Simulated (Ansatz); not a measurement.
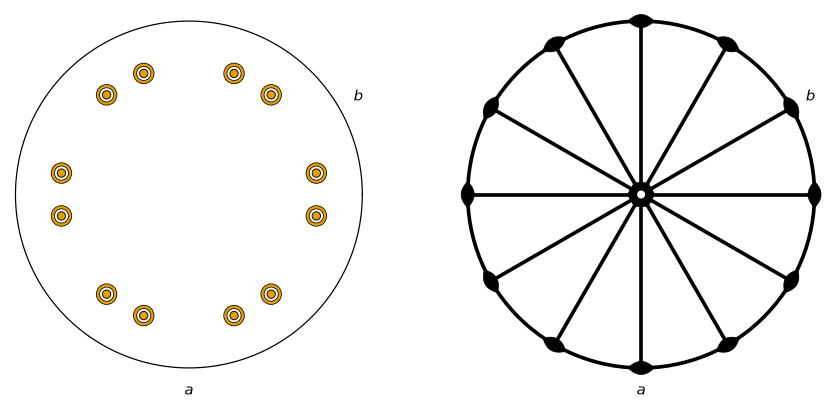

Stereographic projection: filled dots lie in the upper hemisphere, open rings in the lower; heavy lines are mirror planes (a heavy rim: a mirror in the plane of the page); lens, triangle, square and hexagon are 2-, 3-, 4- and 6-fold axes, a lens in an open square is −4, a triangle in an open hexagon −6; thin dashed diameters join the ends of axes that lie in the page; a small open circle marks inversion. The c axis points at the viewer. Left: one general form; right: the symmetry elements. Computed from the symmetry operations of a computed or model structure of composition TiAl5, which need not be its known form.

Q: Which point group is this?

A: 6/mmm (D6h), order 24, hexagonal system: one sixfold axis, six twofold axes, seven mirror planes, an inversion centre.

Q: Can such a crystal be piezoelectric, pyroelectric or chiral?

A: It is centrosymmetric, so neither piezoelectric nor pyroelectric; it is not chiral.
